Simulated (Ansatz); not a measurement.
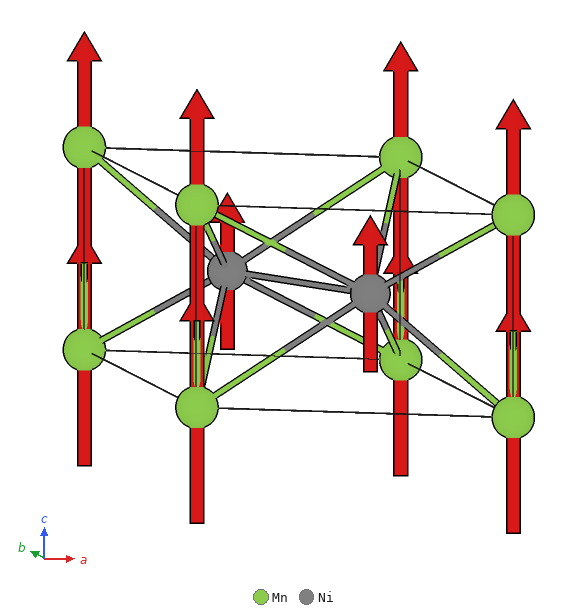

Figure: ball-and-stick view slightly off an axis. The lines enclose the simulation cell; boundary atoms appear with their images. Arrows are the site magnetic moments above 0.25 μB; longer means larger, and red and blue are up and down (without spin-orbit coupling the axis itself is arbitrary).

This is the state reached for MnNi2. All computed values are from DFT PBE, scalar-relativistic, plane waves, PAW in Ansatz 0.2.0. Settings: a 420 eV plane-wave basis, a 12×12×18 mesh of k-points, Gaussian smearing of 0.1 eV, collinear spins.

**How are the moments ordered?**

Ferromagnetic (within this cell). Site moments: 1 Mn +3.5 μB and 2 Ni +0.7 μB. The net spin moment of the whole cell is 4.9 μB.

Starting structure: a textbook structure type filled with these elements (whether it is the usual form wasn't checked). The picture shows the end point of a geometry optimisation with DFT PBE, scalar-relativistic, plane waves, PAW (Ansatz 0.2.0).
